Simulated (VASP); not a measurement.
Band structure of BaTiO3 (cubic perovskite). Computed with revPBE GGA, VASP's PBE PAW potentials (set 64) (plane waves; VASP 6.6.1).

Unless said otherwise, spin-orbit coupling is left out, though it shifts the bands of the heavy elements here.

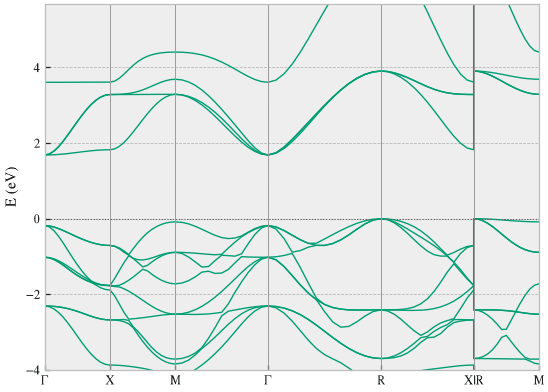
Figure: Bands along high-symmetry lines, zero at the valence-band maximum or, without a gap, the Fermi level

Read the plot: is there a gap, and where are the band edges?

The gap is indirect, 1.69 eV, from the valence maximum at R to the conduction minimum at Γ. (Edges off the drawn lines would not show.)

Measured: gap 3.20 eV (computed value off by -1.51 eV), as given by Yu-ichiro Matsushita et al., Physical Review B (2011), arXiv:1104.2769.

The compound is BaTiO3 in the cubic perovskite structure, the ideal cubic form; the compound distorts at low or room temperature. It was relaxed first.
